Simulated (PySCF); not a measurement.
SMILES OB(O)S[Si](O)(O)O (H5BO5SSi) at its B3LYP/def2-SVP optimised geometry (Å):

```
13

Si    -0.3894    -0.9144     0.0000
O     -0.7932     0.6861     0.0000
O     -1.0692    -1.5679    -1.3581
O      1.2846    -0.9144     0.0000
S     -1.0022    -2.0803     1.6769
B      0.4189    -1.9584     2.9238
O      1.6480    -1.5123     2.6277
O      0.1505    -2.3778     4.1875
H     -1.6930     0.9144    -0.2622
H     -1.1327    -2.5302    -1.3918
H      1.6930    -0.1744    -0.4711
H      1.7681    -1.2804     1.6869
H     -0.7665    -2.6346     4.3330
```

Calculation: B3LYP/def2-TZVP (PySCF 2.14.0). Cells within 0.4 Å of a nucleus heavier than hydrogen are left out (blank, or x).

Map of the HOMO amplitude (bohr^(-3/2)) on the plane z = 1.5 Å; orbital energy -7.51 eV, overall sign arbitrary:

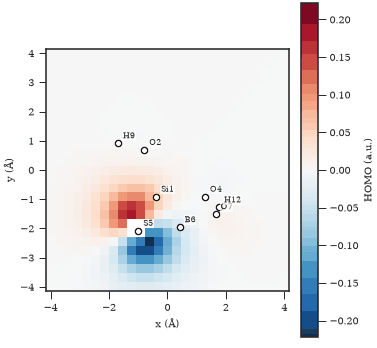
*HOMO amplitude (bohr^(-3/2)) on the plane z = 1.5 Å.*
